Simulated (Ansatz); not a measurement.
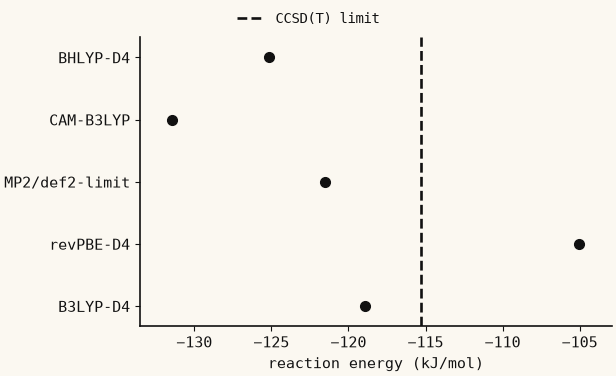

Electronic reaction energy of BSi₂H₇SO ([SiH3]O[SiH2]BS) + NH₃ (N) → BNH₄S (NBS) + Si₂H₆O ([SiH3]O[SiH3]) (SMILES in brackets) at several levels (functionals in def2-TZVPP unless a basis is named), isolated molecules at PBE0-D4 triple-zeta geometries, minima by their frequencies, no zero-point or thermal terms, the Ansatz code. The line is frozen-core CCSD(T) at the basis limit (MP2 extrapolated from triple and quadruple zeta, plus CCSD(T) less MP2 in a smaller set). No dispersion term is added to CAM-B3LYP.

**What do zero-point energy and temperature add?**

Zero-point change −0.3 kJ/mol; at 298.15 K and 1 bar the CCSD(T) limit plus thermal terms gives an enthalpy of reaction of −118.6 and a free energy of −122.8 kJ/mol (harmonic PBE0-D4 modes, ideal gas).

**Give the values.**

```csv
level,kJ/mol,less CCSD(T) limit
BHLYP-D4,−125.1,−9.8
CAM-B3LYP,−131.4,−16.1
MP2/def2-limit,−121.5,−6.2
revPBE-D4,−105.0,10.3
B3LYP-D4,−118.9,−3.6
CCSD(T) limit,−115.3,0.0
```

Known limits of this run: one conformer of each flexible molecule.
